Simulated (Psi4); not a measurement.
# One shape, several levels: CH7BSi2 (SMILES CB1[SiH2][SiH2]1)

Wanted: a comparison of 4 runs (HF/6-31G*, DSD-PBEP86/6-31G*, MP2/6-31G*, OMP2/6-31G*) of CH7BSi2. 

The results are computed with Psi4 1.11.

1 further run of the same task is left out (set aside as unsound or not needed). Runs told in other sessions of the task aren't counted.

### Step 1. The molecule

The species is CH7BSi2 (11 atoms), meant as a singlet with charge 0. As SMILES, `CB1[SiH2][SiH2]1`. The Si3–H9 distance was set to 2.680 Å, away from the relaxed value. At this shape a bond of the SMILES string is far longer than usual.

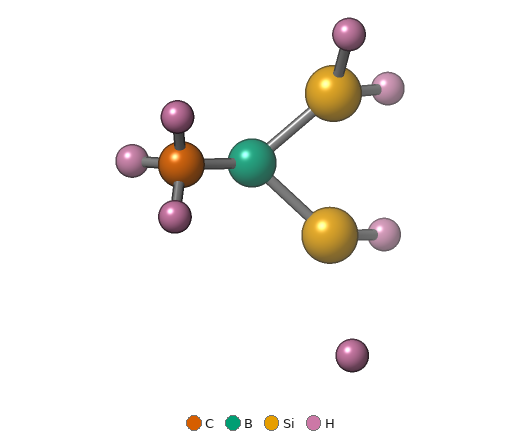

Viewed from a chosen angle; carbon orange, boron teal, silicon amber, hydrogen pink.

### Step 2. Energy and forces at HF/6-31G(d) (spherical functions) (run 1)

The input, calc.py:

```python
import psi4

psi4.set_memory(2200000000)
psi4.set_num_threads(1)
psi4.set_output_file('run.log', False)

molecule = psi4.geometry("""
C     -0.950368     1.654942    -0.864084
B     -1.137068     0.104442    -0.980184
Si    -0.667668    -1.287158     0.235816
Si    -0.476168    -1.121458    -2.282384
H     -0.520868     1.983242     0.085216
H     -1.957768     2.090542    -0.912484
H     -0.385468     2.099442    -1.686584
H     -1.165668    -2.679858     0.143416
H      0.876900    -0.975400     2.403900
H      0.552532    -0.801358    -3.310184
H     -0.967668    -2.509758    -2.447784
symmetry c1
""")

psi4.set_options({
    'puream': True,
    'e_convergence': 1e-09,
    'd_convergence': 1e-08,
    'scf_type': 'pk',
})

energy_value = psi4.gradient("scf/6-31G*")
print('gradient / Eh bohr^-1')
print(energy_value.np.round(6))
for k, v in sorted(psi4.core.scalar_variables().items()):
    print(f'{k:45s} {v:18.10f}')
```

On the command line:

```sh
$ python calc.py
```

run.log:

```text
[...]
  Running in c1 symmetry.
[...]
  Nuclear repulsion =  178.284466044443974
[...]
  Multiplicity = 1
[...]
  Nalpha       = 23
  Nbeta        = 23
[...]
    Number of basis functions: 78
[...]
   @RHF iter   1:  -644.11346165675604   -7.67657e-01   4.48603e-03 ADIIS/DIIS
[...]
   @RHF iter  13:  -644.22493711360994   -1.83036e-11   9.46226e-09 DIIS
[...]
  @RHF Final Energy:  -644.22493711360994
   => Energetics <=
    Nuclear Repulsion Energy =            178.2844660444439739
    One-Electron Energy =               -1244.0653337370681584
    Two-Electron Energy =                 421.5559305790143299
    Total Energy =                       -644.2249371136099398
[...]
  -Total Gradient:
     Atom            X                  Y                   Z
    ------   -----------------  -----------------  -----------------
       1        0.001989955106    -0.012869152207     0.000140527693
       2        0.002896590929    -0.003281066484    -0.009274812063
       3       -0.030256152865     0.001547566208    -0.037229762820
       4       -0.009823268554     0.013064454861     0.008510275519
       5        0.001138105588     0.002341805541     0.005087197019
       6       -0.004557450897     0.001257455137    -0.000053802137
       7        0.001842842123     0.001686254367    -0.003948343320
       8       -0.002729552603    -0.004588339501    -0.006960742417
       9        0.034323004739     0.007118655363     0.046325365053
      10        0.005948831536    -0.000576948793    -0.003454437421
      11       -0.000772905102    -0.005700684494     0.000858534895
[...]
```

On the terminal:

```text
gradient / Eh bohr^-1
[[ 1.9900e-03 -1.2869e-02  1.4100e-04]
 [ 2.8970e-03 -3.2810e-03 -9.2750e-03]
 [-3.0256e-02  1.5480e-03 -3.7230e-02]
 [-9.8230e-03  1.3064e-02  8.5100e-03]
 [ 1.1380e-03  2.3420e-03  5.0870e-03]
 [-4.5570e-03  1.2570e-03 -5.4000e-05]
 [ 1.8430e-03  1.6860e-03 -3.9480e-03]
 [-2.7300e-03 -4.5880e-03 -6.9610e-03]
 [ 3.4323e-02  7.1190e-03  4.6325e-02]
 [ 5.9490e-03 -5.7700e-04 -3.4540e-03]
 [-7.7300e-04 -5.7010e-03  8.5900e-04]]
CURRENT ENERGY                                   -644.2249371136
CURRENT REFERENCE ENERGY                         -644.2249371136
DD SOLVATION ENERGY                                 0.0000000000
HF KINETIC ENERGY                                 644.3626770638
HF POTENTIAL ENERGY                             -1288.5876141774
HF TOTAL ENERGY                                  -644.2249371136
HF VIRIAL RATIO                                     1.9997862385
NUCLEAR REPULSION ENERGY                          178.2844660444
ONE-ELECTRON ENERGY                             -1244.0653337371
PCM POLARIZATION ENERGY                             0.0000000000
PE ENERGY                                           0.0000000000
SCF ITERATION ENERGY                             -644.2249371136
SCF ITERATIONS                                     13.0000000000
SCF TOTAL ENERGY                                 -644.2249371136
TWO-ELECTRON ENERGY                               421.5559305790
```

It took 4.8 s on 1 thread of Intel Xeon 6975P-C (Granite Rapids), shared host; peak memory 0.26 GiB.

### Step 3. A single-point energy at DSD-PBEP86/6-31G(d) (density fitting for correlation, spherical functions) (run 2)

The input, job.inp:

```
memory 2200 MB

molecule molecule1 {
  0 1
  C     -1.79593524     3.12738713    -1.63288211
  B     -2.14874711     0.19736678    -1.85227931
  Si    -1.26170966    -2.43237610     0.44562766
  Si    -0.89982711    -2.11924848    -4.31308067
  H     -0.98429787     3.74778422     0.16103490
  H     -3.69964534     3.95055183    -1.72434485
  H     -0.72842895     3.96737039    -3.18718185
  H     -2.20279327    -5.06419767     0.27101696
  H      1.65710084    -1.84323886     4.54271263
  H      1.04413416    -1.51434715    -6.25534118
  H     -1.82862750    -4.74275526    -4.62564137
  units au
  symmetry c1
  no_reorient
  no_com
}

set basis 6-31G*
set puream true
set e_convergence 1e-09
set d_convergence 1e-08
set scf_type pk
set dft_radial_points 99
set dft_spherical_points 590
set num_frozen_docc 12

energy("dsd-pbep86")
```

On the command line:

```sh
$ psi4 job.inp job.out -n 1
```

job.out:

```text
[...]
  Running in c1 symmetry.
[...]
  Nuclear repulsion =  178.284466062999314
[...]
  Multiplicity = 1
[...]
  Nalpha       = 23
  Nbeta        = 23
[...]
    Number of basis functions: 78
[...]
   @RKS iter   1:  -644.76083079678858   -6.03025e-01   5.67614e-03 DIIS/ADIIS
[...]
   @RKS iter  13:  -644.91499890549130   -1.04592e-11   7.09839e-09 DIIS
[...]
  @RKS Final Energy:  -644.91499890549130
   => Energetics <=
    Nuclear Repulsion Energy =            178.2844660629993143
    One-Electron Energy =               -1244.4015327624147176
    Two-Electron Energy =                 436.4755524880164899
    DFT Exchange-Correlation Energy =     -15.2734846940925664
    Empirical Dispersion Energy =           0.0000000000000000
    VV10 Nonlocal Energy =                  0.0000000000000000
    Total Energy =                       -644.9149989054913021
[...]
 Multipole Moments:
 ------------------------------------------------------------------------------------
     Multipole            Electronic (a.u.)      Nuclear  (a.u.)        Total (a.u.)
 ------------------------------------------------------------------------------------
 L = 1.  Multiply by 2.5417464519 to convert [e a0] to [Debye]
 Dipole X            :         58.0955741          -58.5234197           -0.4278456
 Dipole Y            :         45.5440047          -45.4704199            0.0735847
 Dipole Z            :         83.1208433          -84.0207761           -0.8999329
 Magnitude           :                                                    0.9991725
[...]
```

Wall time 12 s (1 thread of Intel Xeon 6975P-C (Granite Rapids), shared host); peak memory 1.4 GiB.

Run 3 isn't shown in full; the table further down has it.

### Step 4. The energy at OMP2/6-31G(d) (density fitting for correlation, spherical functions) (run 4)

The input, run_ase.py:

```python
import numpy as np
from ase.calculators.psi4 import Psi4
from ase import Atoms

a = Atoms(['C', 'B', 'Si', 'Si', 'H', 'H', 'H', 'H', 'H', 'H', 'H'], positions=[
    [-0.950368, 1.654942, -0.864084],
    [-1.137068, 0.104442, -0.980184],
    [-0.667668, -1.287158, 0.235816],
    [-0.476168, -1.121458, -2.282384],
    [-0.520868, 1.983242, 0.085216],
    [-1.957768, 2.090542, -0.912484],
    [-0.385468, 2.099442, -1.686584],
    [-1.165668, -2.679858, 0.143416],
    [0.876900, -0.975400, 2.403900],
    [0.552532, -0.801358, -3.310184],
    [-0.967668, -2.509758, -2.447784],
])
calc = Psi4(atoms=a, method='omp2', basis='6-31G*', memory='2200MB', num_threads=1, charge=0, multiplicity=1, label='calc')
calc.psi4.set_options({'puream': True, 'e_convergence': 1e-09, 'd_convergence': 1e-08, 'scf_type': 'pk', 'num_frozen_docc': 12})
a.calc = calc

print(f'energy: {a.get_potential_energy():.6f} eV')
```

On the command line:

```sh
$ python run_ase.py
```

calc.dat:

```text
[...]
  Running in c1 symmetry.
[...]
  Nuclear repulsion =  178.284466044443974
[...]
  Multiplicity = 1
[...]
  Nalpha       = 23
  Nbeta        = 23
[...]
    Number of basis functions: 78
[...]
   @RHF iter   1:  -644.11346165675604   -7.67657e-01   4.48603e-03 DIIS/ADIIS
[...]
   @RHF iter  13:  -644.22493711361005   -1.84173e-11   9.46226e-09 DIIS
[...]
  @RHF Final Energy:  -644.22493711361005
   => Energetics <=
    Nuclear Repulsion Energy =            178.2844660444439739
    One-Electron Energy =               -1244.0653337370692952
    Two-Electron Energy =                 421.5559305790154099
    Total Energy =                       -644.2249371136099398
[...]
 Multipole Moments:
 ------------------------------------------------------------------------------------
     Multipole            Electronic (a.u.)      Nuclear  (a.u.)        Total (a.u.)
 ------------------------------------------------------------------------------------
 L = 1.  Multiply by 2.5417464519 to convert [e a0] to [Debye]
 Dipole X            :         -2.1233902            1.6255706           -0.4978196
 Dipole Y            :         -2.1452945            2.2042604            0.0589659
 Dipole Z            :         -2.0657514            1.0554582           -1.0102931
 Magnitude           :                                                    1.1278269
[...]
	Warning: cc_lambda option is changed to TRUE
	For this residual convergence, default PCG convergence is:     1.00e-07
[...]
	DF-MP2 Total Energy (a.u.)         :  -644.62018430808268
[...]
	DF-MP2 Total Energy (a.u.)         :  -644.62961422785133
[...]
	DF-OMP2 Total Energy (a.u.)        :  -644.62961422784542
[...]
```

The script printed:

```text
energy: -17541.265275 eV
```

Run time: 9.3 s. Hardware: 1 thread of Intel Xeon 6975P-C (Granite Rapids), shared host; peak memory 0.29 GiB.

### Step 5. Overview of the runs

| run | level | task | frozen core orbitals | energy (Eh) | HOMO energy (eV) | LUMO energy (eV) | HOMO–LUMO gap (eV) | wall time |
| --- | --- | --- | --- | --- | --- | --- | --- | --- |
| 1 | HF/6-31G* (spherical functions) | gradient | 0 | -644.224937 | -8.27 | 0.10 | 8.37 | 4.8 s |
| 2 | DSD-PBEP86/6-31G* (density fitting for correlation, spherical functions) | energy | 12 | -645.133604 | -7.74 | -1.17 | 6.57 | 12 s |
| 3 | MP2/6-31G* (spherical functions) | energy | 12 | -644.620642 | -8.27 | 0.10 | 8.37 | 3.9 s |
| 4 | OMP2/6-31G* (density fitting for correlation, spherical functions) | energy | 12 | -644.629614 | -8.27 | 0.10 | 8.37 | 9.3 s |

### Step 6. Summary of results

```
                                           quantity          value
                                run 4: total energy  -644.62961 Eh
         run 4: HOMO energy (Hartree–Fock orbitals)       -8.27 eV
         run 4: LUMO energy (Hartree–Fock orbitals)        0.10 eV
       run 4: HOMO–LUMO gap (Hartree–Fock orbitals)        8.37 eV
run 4: correlation energy (12 core orbitals frozen)     -404.7 mEh
```

In words: Below the HF energy at the same shape and in the same basis (6-31G*): MP2 -395.7 mEh; OMP2 -404.7 mEh. In all runs a closed-shell determinant meets a far-stretched bond; if it breaks into open shells, such a determinant describes it badly, and no broken-symmetry solution was shown. All runs together took 30 s, the longest 12 s.
